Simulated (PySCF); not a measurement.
# CoOOH: one geometry, several methods

Aim: at the PBE0 minimum of broken-symmetry (Ms = 1) CoOOH, found before, compare methods on energies and levels.

Method: several methods, basis Co def2-TZVP, O def2-TZVP, H def2-TZVP, no relativity, density fitting; program: PySCF 2.14.0.

## 1. Where the work starts

4 atoms, charge 0, spin multiplicity 3.

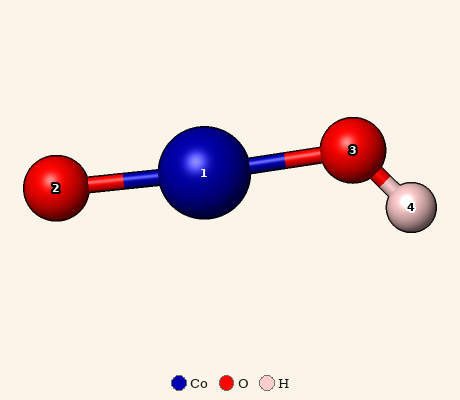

As it starts; cobalt blue, oxygen red, hydrogen pink; atoms are numbered from 1 in the order of the file.

Coordinates in bohr (charge 0 multiplicity 3):
```
Co    0.0126    0.0000    0.0545
O    -0.0688    0.0000    3.3446
O    -0.0615    0.0000   -3.2687
H     1.3626    0.0000   -4.3834
```

## 2. PBE0

The steps are one call of a driver around PySCF; scf.py gives each level's set-up. Each SCF starts from the density of the minimum. The driver also runs the species with one electron less or more at the same geometry (one less: multiplicity 4, one more: multiplicity 4); their logs are not shown.

scf.py reads:

```python
from pyscf import gto, scf, dft
mol = gto.M(atom='''
Co     0.006665     0.000000     0.028849
O     -0.036385     0.000000     1.769875
O     -0.032529     0.000000    -1.729720
H      0.721064     0.000000    -2.319610''',
    basis={'Co': 'def2-TZVP', 'O': 'def2-TZVP', 'H': 'def2-TZVP'},
    charge=0, spin=2)
mf = dft.UKS(mol, xc='PBE0')
mf.grids.atom_grid = (99, 590)
aux = {'Co': 'def2-universal-JKFIT', 'O': 'def2-universal-JKFIT', 'H': 'def2-universal-JKFIT'}
mf = mf.density_fit(auxbasis=aux)
mf.kernel()
```

## 3. HF

scf.py: that of step 2 with these lines changed.

```diff
@@ -9,2 +9 @@
-mf = dft.UKS(mol, xc='PBE0')
-mf.grids.atom_grid = (99, 590)
+mf = scf.UHF(mol)
```

## 4. MP2

scf.py: that of step 3 with these lines changed.

```diff
@@ -12,0 +13,2 @@
+from pyscf.mp import dfump2
+dfump2.DFUMP2(mf, frozen=7).kernel()  # the driver gives MP2 a fitting basis of its own (RI)
```

## 5. PBE

scf.py: that of step 4 with these lines changed.

```diff
@@ -9 +9,2 @@
-mf = scf.UHF(mol)
+mf = dft.UKS(mol, xc='PBE')
+mf.grids.atom_grid = (99, 590)
@@ -13,2 +13,0 @@
-from pyscf.mp import dfump2
-dfump2.DFUMP2(mf, frozen=7).kernel()  # the driver gives MP2 a fitting basis of its own (RI)
```

(Steps that only read results are left out.)

Before running it: what results should come out? Wanted: atomisation energy, range; vertical ionisation energy, range; vertical electron affinity, range; orbital gap, range.

The runs gave:

| quantity | value |
| --- | --- |
| atomisation energy, range | 625 (HF) to 1295 (PBE) kJ/mol |
| vertical ionisation energy, range | 9.54 (HF) to 11.16 (MP2) eV |
| vertical electron affinity, range | -0.38 (HF) to 2.68 (MP2) eV |
| orbital gap, range | 0.37 (PBE) to 12.68 (HF) eV |

The atomisation energy spreads over 670 kJ/mol, from HF to PBE; without a CCSD(T) value for it there is no yardstick here. Spin contamination is strong in at least one of the open-shell species at PBE0, HF, MP2, PBE. Without diffuse functions electron affinities tend to come out too low. The determinant is spin-contaminated (⟨S²⟩ = 2.95, pure value 2.00). This is the lowest SCF solution found for this spin; with open d or f shells other occupations or spin states may lie lower.
